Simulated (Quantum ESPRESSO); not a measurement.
**Effort and miss along a sweep of K_POINTS: LaS (Fm-3m, 2 atoms in the cell)**

```
CELL_PARAMETERS angstrom
      0.00000     2.92700     2.92700
      2.92700     0.00000     2.92700
      2.92700     2.92700     0.00000
ATOMIC_POSITIONS crystal
  S  0.50000 0.50000 0.50000
  La 0.00000 0.00000 0.00000
```

Computed with PBEsol, GBRV 1.5 ultrasoft (PBESOL) pseudopotentials (plane waves; Quantum ESPRESSO).

Base settings: ecutwfc = 40 Ry; ecutrho = 200 Ry; occupations = smearing; smearing = cold; degauss = 0.0099958 Ry; potentials = {S: s_pbesol_v1.4.uspp.F.UPF, La: la_pbesol_v1.uspp.F.UPF}; K_POINTS = automatic 7 7 7 0 0 0; conv_thr = 1e-10 Ry; mixing_beta = 0.7.

Misses are taken against the tightest run, automatic 24 24 24 0 0 0, which need not be fully converged itself. The energy is the free energy per atom.

The count of work is k-points × plane waves × bands × iterations; it is no time, and leaves out set-up, grids and terms that scale otherwise. Core times come from one kind of shared machine and are given to one figure; runs under 30 s give none.

The starting cell comes from a database of published, mostly measured structures (it also holds non-ambient and calculated ones), without a prior relaxation at this level.

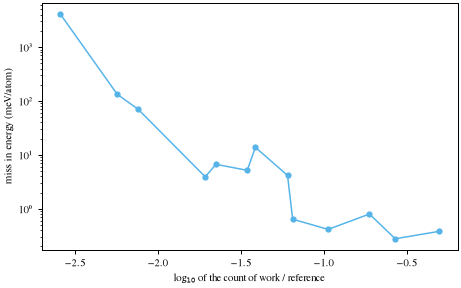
Fig. 1. Miss against the count of work; the reference run is not drawn, and misses under 0.1 meV/atom are drawn there.

| K_POINTS | energy less reference (meV/atom) | pressure less reference (GPa) | count of work / reference | core time / reference (rough) |
|---|---|---|---|---|
| automatic 1 1 1 0 0 0 | 4086.27 | 26.53 | 0.0026 | – |
| automatic 2 2 2 0 0 0 | -133.51 | -0.55 | 0.0057 | – |
| automatic 3 3 3 0 0 0 | 70.27 | 0.72 | 0.0076 | – |
| automatic 4 4 4 0 0 0 | 3.92 | 0.07 | 0.019 | – |
| automatic 5 5 5 0 0 0 | -6.69 | 0.00 | 0.022 | – |
| automatic 6 6 6 0 0 0 | -13.82 | -0.09 | 0.039 | 0.1 |
| automatic 7 7 7 0 0 0 | 5.17 | 0.07 | 0.035 | 0.1 |
| automatic 8 8 8 0 0 0 | 0.64 | 0.03 | 0.065 | 0.1 |
| automatic 9 9 9 0 0 0 | -4.16 | -0.03 | 0.061 | 0.1 |
| automatic 11 11 11 0 0 0 | 0.41 | 0.00 | 0.11 | 0.2 |
| automatic 13 13 13 0 0 0 | -0.80 | -0.02 | 0.19 | 0.3 |
| automatic 15 15 15 0 0 0 | -0.28 | -0.01 | 0.27 | 0.4 |
| automatic 19 19 19 0 0 0 | -0.38 | -0.01 | 0.49 | 0.6 |
| automatic 24 24 24 0 0 0 | 0.00 | 0.00 | 1.0 | 1 |

Coarsest setting among those run that, with all tighter ones, holds the energy within 20 meV/atom of the reference: automatic 4 4 4 0 0 0, off by 3.9 meV/atom; it needs 0.019 of the reference's count of work.

Coarsest setting among those run that, with all tighter ones, holds the energy within 1 meV/atom of the reference: automatic 11 11 11 0 0 0, off by 0.41 meV/atom; it needs 0.11 of the reference's count of work and about 0.2 of the reference's time. The coarser automatic 8 8 8 0 0 0 also lies inside, but a setting between leaves the range again, so that is luck.

The step from automatic 7 7 7 0 0 0 to automatic 13 13 13 0 0 0: it takes the miss in the energy from 5.2 to 0.80 meV/atom, for 5.5 times the count of work and roughly 3 times the time.
